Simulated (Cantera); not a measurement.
Input: 1 mol Al2O3, 0.9 mol O2, 0.00013 mol HCl, held at 0.133 bar.

Method: chemical equilibrium by Gibbs-energy minimisation in Cantera with the NASA 1993 tables (ideal gas, pure condensed phases). Candidate condensed phases: Al, AlCl3, Al2O3, H2O; 29 gas species. The numbers say what is thermodynamically allowed, not how fast it happens.

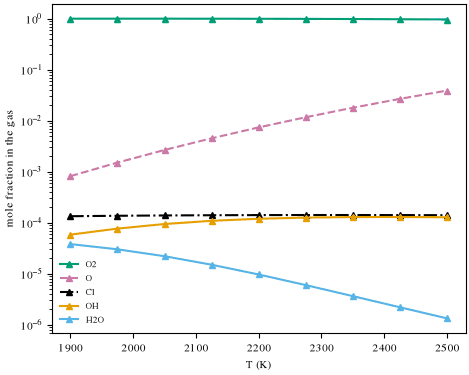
Figure: Equilibrium gas composition (values under 1e-9 drawn at 1e-9)

Task: Read off the mole fractions at 2275 K.

Result: O2 about 0.99, O about 0.012, Cl about 0.00014, OH about 0.00013, H2O about 6.0e-6.
